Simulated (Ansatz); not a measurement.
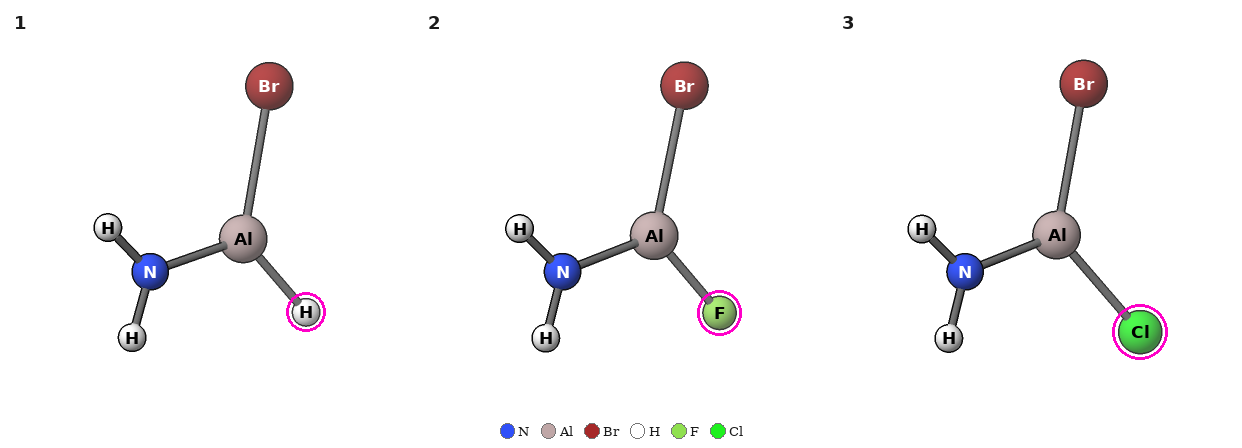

3 molecules with one skeleton, seen from the same side and at one scale; the atom that differs is circled. Each species is neutral and a spin singlet. Computed geometries: PBE0-D4/def2-TZVP optimisations, one conformation each. Properties computed with Ansatz 0.2.0.

One atom differs, called X below: H in panel 1, F in panel 2, Cl in panel 3. Their formulas are AlBrH3N (`[NH2][AlH][Br]`), AlBrFH2N (`[NH2][Al]([F])[Br]`), AlBrClH2N (`[NH2][Al]([Cl])[Br]`).

Rank them by the length of X–Al, lowest first (PBE0-D4/def2-TZVP).

1 (H), 2 (F), 3 (Cl).

Rank them by the dipole moment, lowest first (ωB97M-V/def2-TZVPP).

1 (H), 3 (Cl), 2 (F).

Give the values. With PBE0-D4/def2-TZVP: length of X–Al (Å), angle N–Al–X (°). With PBE0-D4/def2-TZVPP: HOMO energy (Kohn–Sham orbital) (eV), HOMO–LUMO gap (eV). With ωB97M-V/def2-TZVPP: dipole moment (D).

```
                            quantity  1 (H)  2 (F)  3 (Cl)
                  length of X–Al (Å)  1.571  1.641   2.083
                    angle N–Al–X (°)  121.8  119.7   119.9
HOMO energy (Kohn–Sham orbital) (eV)  −7.80  −8.02   −8.01
                  HOMO–LUMO gap (eV)   7.20   7.29    7.31
                   dipole moment (D)   2.23   2.40    2.28
```
